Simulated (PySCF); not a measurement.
Run report: C₅H₁₂FPSi, geometry relaxation

- system: C₅H₁₂FPSi
- method: PBE0-D3(BJ)/def2-SVP geometry optimisation, gas phase (PySCF 2.14.0)

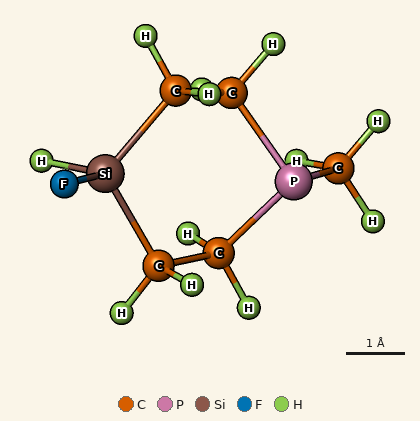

Fig. 1: The input geometry (ball-and-stick view, seen at a tilt). Bond lengths as drawn: C–C 1.52 to 1.58 Å, C–H 1.07 to 1.12 Å, C–P 1.83 to 1.87 Å, C–Si 1.88 to 1.89 Å, F–Si 1.62 Å and H–Si 1.45 Å.

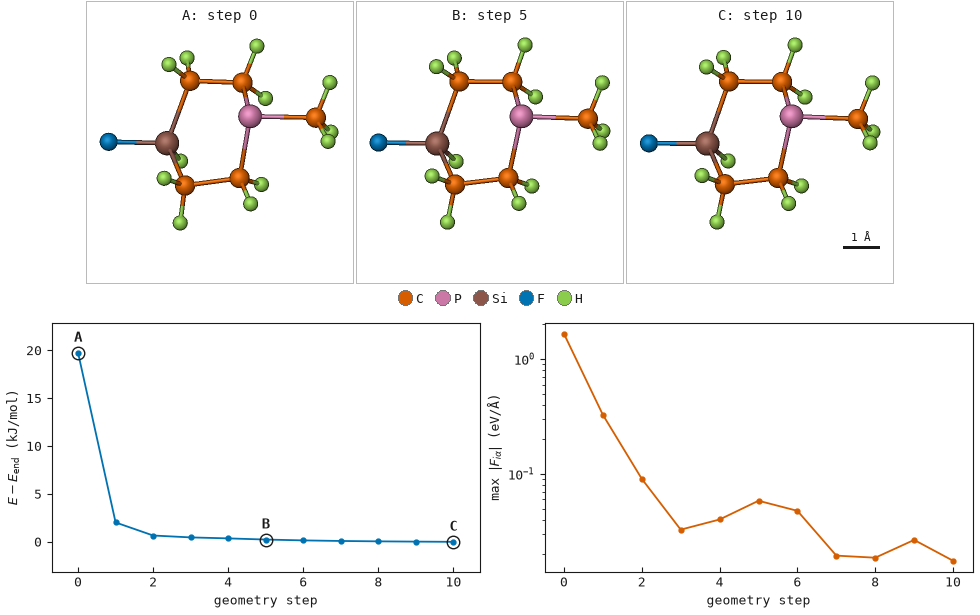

Fig. 2: Frames of the relaxation (ball-and-stick view, seen at a tilt) above the curves, on which the letters mark them (steps are counted from 0).

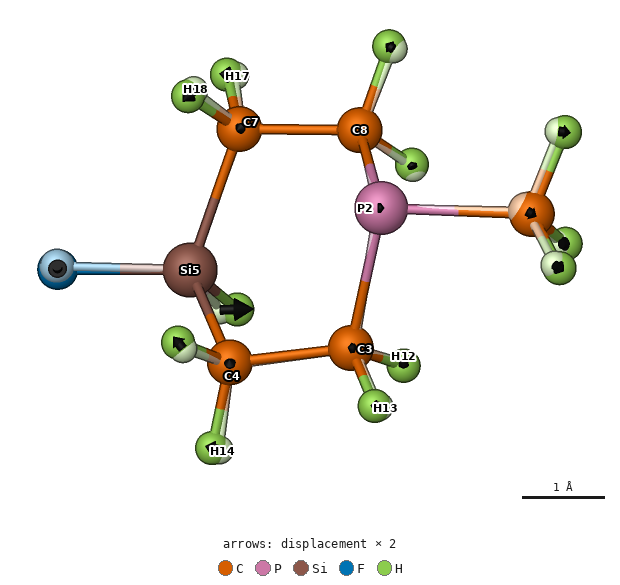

Fig. 3: Start (faint) and end (solid) with the displacements as black arrows, magnified 2 times (ball-and-stick view, seen at a tilt). The two geometries are laid on each other by the best rigid fit. After 10 geometry steps the energy has fallen by 19.8 kJ/mol. Largest force component: 1.7 eV/Å at the start, 0.018 eV/Å at the end. H16 moves most after the best rigid fit: 0.21 Å. By element the largest moves are H 0.21 Å, F 0.14 Å, C 0.07 Å, P 0.04 Å, Si 0.02 Å. Among the contacts that change: Si5–H16 1.448 → 1.494 Å, C3–C4 1.579 → 1.535 Å, C1–H9 1.072 → 1.100 Å, C3–H12 1.080 → 1.106 Å. Among the angles that change: C3–C4–H15 106.3° → 110.1°, Si5–C4–H14 114.0° → 110.3°, C3–C4–H14 107.4° → 110.8°. (Atoms are counted from 1 in the order of the input.)

These pictures come from the run below.

## The input
```
{"job": {"xc": "PBE0", "basis": "def2-SVP", "d3": "d3bj", "grid": 1, "shake": 0.01, "kind": "geom"}, "charge": 0, "multiplicity": 1}
C     -2.663840    -0.370670    -0.338020
P     -1.182800    -0.244120     0.726190
C     -0.515230     1.358080     0.050750
C      0.943060     1.632930     0.590570
Si     2.126650     0.291760     0.011110
F      3.458800     0.393760     0.934890
C      1.344440    -1.406600     0.263780
C     -0.091670    -1.412670    -0.244340
H     -3.123860    -1.331020    -0.217210
H     -3.415350     0.387600     0.005550
H     -2.453630    -0.166770    -1.380520
H     -0.486080     1.329590    -1.028180
H     -1.208920     2.164910     0.362000
H      1.219710     2.625410     0.281000
H      0.869590     1.641990     1.686250
H      2.605950     0.528020    -1.335080
H      1.907450    -2.168590    -0.254800
H      1.332990    -1.661710     1.329900
H     -0.149920    -1.168230    -1.300330
H     -0.568350    -2.408250    -0.113450
```

The first line tells a small driver script what to run in PySCF; the rest is the geometry in Å.

Launch command:
```bash
OMP_NUM_THREADS=1 python <driver script> task.json out
```

## Log
```
step   0  E = -927.53441933  max force = 0.032181
step   1  E = -927.54117114  max force = 0.006354
step   2  E = -927.54169100  max force = 0.001764
step   3  E = -927.54176615  max force = 0.000638
step   4  E = -927.54180533  max force = 0.000781
step   5  E = -927.54185173  max force = 0.001138
step   6  E = -927.54188537  max force = 0.000929
step   7  E = -927.54190822  max force = 0.000379
step   8  E = -927.54192337  max force = 0.000364
step   9  E = -927.54193387  max force = 0.000520
step  10  E = -927.54194233  max force = 0.000342
optimisation converged
```

## Trajectory as extended XYZ (Å, eV, eV/Å), 5 of the 11 frames kept, from step=0 to step=10
```
20
Properties=species:S:1:pos:R:3:forces:R:3 step=0 energy=-25239.49713
C    -2.6638   -0.3707   -0.3380   -0.6719   1.3856   0.7468
P    -1.1828   -0.2441    0.7262    0.2662   0.0478  -0.2777
C    -0.5152    1.3581    0.0508    0.8713   0.1631   1.2617
C     0.9431    1.6329    0.5906   -1.6548  -0.9693  -0.2305
Si    2.1267    0.2918    0.0111   -0.2500  -0.0061   1.1172
F     3.4588    0.3938    0.9349    0.3767  -0.0624   0.2465
C     1.3444   -1.4066    0.2638   -0.4249   0.6944  -0.0825
C    -0.0917   -1.4127   -0.2443   -0.4861  -0.2908   0.8640
H    -3.1239   -1.3310   -0.2172   -0.4150  -0.9655  -0.0006
H    -3.4154    0.3876    0.0056    0.3946  -0.4196  -0.1861
H    -2.4536   -0.1668   -1.3805    0.1564  -0.0215  -0.6534
H    -0.4861    1.3296   -1.0282   -0.2120  -0.0168  -0.9005
H    -1.2089    2.1649    0.3620    0.1878  -0.0903  -0.1043
H     1.2197    2.6254    0.2810    0.5315   0.7784  -0.2582
H     0.8696    1.6420    1.6863    0.2895  -0.0584   0.1986
H     2.6059    0.5280   -1.3351    0.0681   0.0454  -0.9230
H     1.9075   -2.1686   -0.2548    0.5776  -0.5293  -0.2744
H     1.3330   -1.6617    1.3299    0.2232   0.0353   0.2423
H    -0.1499   -1.1682   -1.3003   -0.0634   0.1407  -0.6658
H    -0.5684   -2.4082   -0.1134    0.2352   0.1392  -0.1202
20
Properties=species:S:1:pos:R:3:forces:R:3 step=2 energy=-25239.69500
C    -2.8989   -0.3862   -0.8354   -0.0350  -0.0058  -0.0161
P    -1.4168   -0.2847    0.2596   -0.0107   0.0230   0.0269
C    -0.7407    1.3632   -0.2950    0.0022  -0.0379  -0.0698
C     0.6456    1.6473    0.2951    0.0319   0.0765   0.0593
Si    1.9132    0.3965   -0.2875   -0.0682  -0.0620  -0.0907
F     3.2559    0.4809    0.6353    0.0353   0.0196   0.0170
C     1.1785   -1.3228   -0.1459    0.0355  -0.0380   0.0571
C    -0.2530   -1.3891   -0.6891   -0.0235   0.0025  -0.0566
H    -3.3705   -1.3748   -0.7254    0.0076   0.0101  -0.0024
H    -3.6350    0.3691   -0.5196    0.0020  -0.0104  -0.0040
H    -2.6572   -0.2240   -1.8990    0.0048   0.0066   0.0117
H    -0.7110    1.3876   -1.4014   -0.0106   0.0181   0.0194
H    -1.4588    2.1411    0.0142   -0.0209  -0.0154   0.0146
H     0.9737    2.6681    0.0331    0.0214  -0.0243   0.0062
H     0.6008    1.6128    1.3983    0.0137  -0.0267  -0.0075
H     2.3302    0.6803   -1.6948    0.0065   0.0134   0.0156
H     1.8248   -2.0504   -0.6657    0.0123   0.0162   0.0025
H     1.1911   -1.6092    0.9213   -0.0019   0.0226  -0.0081
H    -0.2838   -1.1129   -1.7602    0.0072  -0.0055   0.0099
H    -0.6449   -2.4187   -0.6236   -0.0097   0.0172   0.0149
20
Properties=species:S:1:pos:R:3:forces:R:3 step=5 energy=-25239.69938
C    -2.9009   -0.3425   -0.8408    0.0182   0.0020   0.0083
P    -1.4235   -0.2660    0.2663   -0.0107  -0.0102  -0.0156
C    -0.7243    1.3783   -0.2681   -0.0057   0.0138   0.0168
C     0.6786    1.6256    0.3035    0.0088  -0.0364  -0.0357
Si    1.9068    0.3616   -0.3344    0.0563   0.0342   0.0585
F     3.2836    0.4448    0.5427   -0.0255  -0.0101  -0.0281
C     1.1594   -1.3451   -0.1463    0.0004   0.0169  -0.0382
C    -0.2779   -1.3930   -0.6811    0.0088   0.0051   0.0264
H    -3.3704   -1.3341   -0.7556   -0.0015   0.0012  -0.0017
H    -3.6411    0.4048   -0.5176   -0.0022   0.0030   0.0056
H    -2.6466   -0.1579   -1.8975   -0.0054   0.0020  -0.0029
H    -0.7178    1.4385   -1.3726    0.0000  -0.0083  -0.0034
H    -1.4291    2.1525    0.0810    0.0133   0.0073  -0.0038
H     1.0271    2.6436    0.0614   -0.0050   0.0082   0.0146
H     0.6610    1.5520    1.4051   -0.0087   0.0091   0.0061
H     2.2841    0.6455   -1.7518   -0.0185  -0.0118  -0.0115
H     1.7933   -2.0894   -0.6570   -0.0061  -0.0118   0.0134
H     1.1783   -1.6003    0.9278   -0.0100  -0.0097   0.0056
H    -0.3074   -1.1322   -1.7555   -0.0081   0.0033  -0.0037
H    -0.6902   -2.4126   -0.5952    0.0015  -0.0077  -0.0108
20
Properties=species:S:1:pos:R:3:forces:R:3 step=8 energy=-25239.70133
C    -2.9087   -0.2624   -0.8282   -0.0070  -0.0027  -0.0003
P    -1.4283   -0.2392    0.2753    0.0105   0.0003   0.0094
C    -0.6848    1.3921   -0.2411   -0.0059  -0.0005  -0.0066
C     0.7325    1.5883    0.3138    0.0059   0.0081   0.0172
Si    1.9132    0.3040   -0.3673   -0.0166  -0.0124  -0.0187
F     3.3260    0.3558    0.4493    0.0010   0.0010   0.0040
C     1.1248   -1.3817   -0.1580    0.0009   0.0004   0.0150
C    -0.3160   -1.3882   -0.6848   -0.0108  -0.0035  -0.0134
H    -3.3911   -1.2501   -0.7702    0.0002   0.0051   0.0004
H    -3.6382    0.4838   -0.4789    0.0009   0.0028  -0.0012
H    -2.6578   -0.0502   -1.8806    0.0009  -0.0003   0.0011
H    -0.6927    1.4699   -1.3447    0.0054  -0.0049   0.0038
H    -1.3581    2.1828    0.1315   -0.0025   0.0014  -0.0073
H     1.1025    2.6037    0.0925    0.0008  -0.0045  -0.0014
H     0.7247    1.4926    1.4143    0.0034   0.0023  -0.0015
H     2.2278    0.5741   -1.8033    0.0073   0.0034   0.0052
H     1.7311   -2.1530   -0.6620    0.0009   0.0036  -0.0025
H     1.1365   -1.6293    0.9184    0.0023  -0.0035  -0.0030
H    -0.3467   -1.1213   -1.7580    0.0036   0.0039   0.0035
H    -0.7537   -2.3978   -0.6034   -0.0012  -0.0001  -0.0035
20
Properties=species:S:1:pos:R:3:forces:R:3 step=10 energy=-25239.70184
C    -2.9145   -0.2313   -0.8200   -0.0076   0.0041  -0.0001
P    -1.4282   -0.2294    0.2758    0.0046   0.0029   0.0016
C    -0.6670    1.3932   -0.2424    0.0054  -0.0031   0.0026
C     0.7494    1.5764    0.3203   -0.0112   0.0158   0.0133
Si    1.9164    0.2803   -0.3612   -0.0176  -0.0073  -0.0162
F     3.3280    0.3133    0.4573    0.0134   0.0001   0.0135
C     1.1088   -1.3978   -0.1641   -0.0049  -0.0119   0.0108
C    -0.3309   -1.3840   -0.6949   -0.0014  -0.0031  -0.0047
H    -3.4106   -1.2118   -0.7607   -0.0012  -0.0020   0.0007
H    -3.6314    0.5247   -0.4652    0.0023   0.0005  -0.0030
H    -2.6669   -0.0209   -1.8735    0.0027   0.0003  -0.0003
H    -0.6657    1.4621   -1.3464    0.0004   0.0037  -0.0034
H    -1.3342    2.1942    0.1187   -0.0042  -0.0020   0.0019
H     1.1305    2.5877    0.0998    0.0042  -0.0020  -0.0092
H     0.7355    1.4838    1.4209    0.0036  -0.0101  -0.0022
H     2.2366    0.5538   -1.7952    0.0063   0.0017   0.0017
H     1.7083   -2.1713   -0.6726    0.0005   0.0027  -0.0091
H     1.1145   -1.6564    0.9098    0.0035   0.0061  -0.0010
H    -0.3559   -1.1028   -1.7645    0.0019  -0.0008  -0.0012
H    -0.7797   -2.3898   -0.6275   -0.0009   0.0043   0.0045
```

## Results in brief

| quantity | value |
| --- | --- |
| outcome | converged |
| total energy | −927.541942 hartree |
| dipole moment | 2.33 D |
| point group | Cs |
| hardware | 1 CPU thread, shared host |
| wall time | 3.2 min |
| peak memory | 0.75 GiB |
